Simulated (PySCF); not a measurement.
# C7H4FIO (4-iodobenzoyl fluoride (3h)): the cost of one run

Programs: PySCF 2.14.0, with routines of our own; each step states its level. All values are computed. Atoms count from 0.

### 1 The system as given

14 atoms, charge 0, multiplicity 1; geometry from: GFN2-xTB.

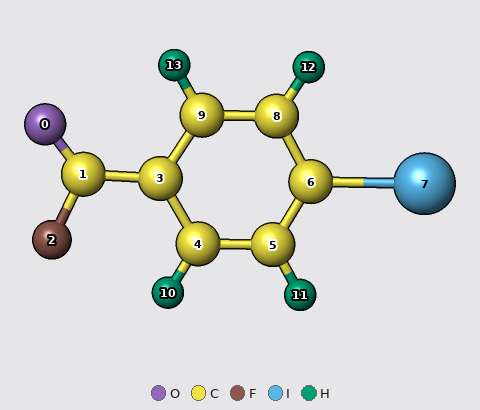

The starting geometry (oxygen purple, carbon yellow, fluorine brown, iodine blue, hydrogen teal).

### 2 Relaxing the molecule at PBE0-D3(BJ)/def2-SVP

The job: settings as JSON, then the geometry in Å.

```
{"job": {"xc": "PBE0", "basis": "def2-SVP", "d3": "d3bj", "grid": 1, "maxiter": 30, "shake": 0.01, "kind": "geom"}, "charge": 0, "multiplicity": 1}
O      3.017140     1.239840    -0.306900
C      2.371810     0.261610    -0.171800
F      3.028370    -0.924550    -0.093440
C      0.961120     0.091320    -0.068940
C      0.341330    -1.174130     0.087230
C     -1.033010    -1.278110     0.188540
C     -1.806200    -0.145820     0.121150
I     -3.897500    -0.318530     0.258860
C     -1.252240     1.117730    -0.022130
C      0.118440     1.224890    -0.124570
H      0.955540    -2.052080     0.159730
H     -1.478240    -2.252280     0.323520
H     -1.904230     1.999780    -0.104410
H      0.570510     2.195250    -0.254620
```

Started as:

```
$ OMP_NUM_THREADS=1 python heavy_run.py task.json out
```

This one command runs all jobs of the session in turn.

**Question.** How long does this first job take on 1 thread of Arm Neoverse V1, shared host, and how much memory does it need?

About 2.2 min, with a peak of 0.78 GiB.
